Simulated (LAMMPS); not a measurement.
An MD run on a melt made from Cu (fcc), 256 atoms, at 2170 K and 0 GPa, brought to that temperature within a few picoseconds.

Level of theory: MD with a machine-learned potential, pair style snap, file Cu_Zuo_JPCA2020.quadratic.snap (LAMMPS).

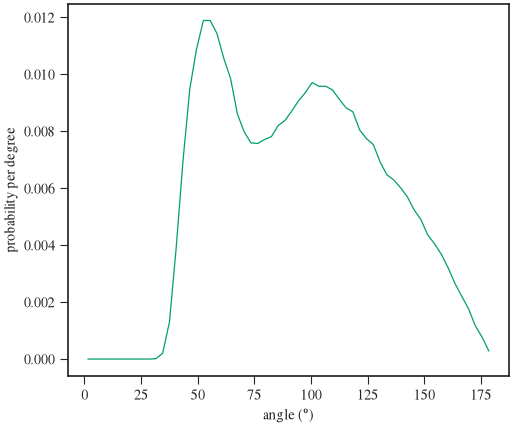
*Probability per degree against angle (°)*

Main features:
- state found: liquid
- most common Cu-Cu-Cu angle: at the 3° bin centred on 55.5°, after smoothing over three bins (mean of all 96°)

Caution: a run this short can hold a crystal over, or a liquid under, the potential's own melting point, which these runs don't give.
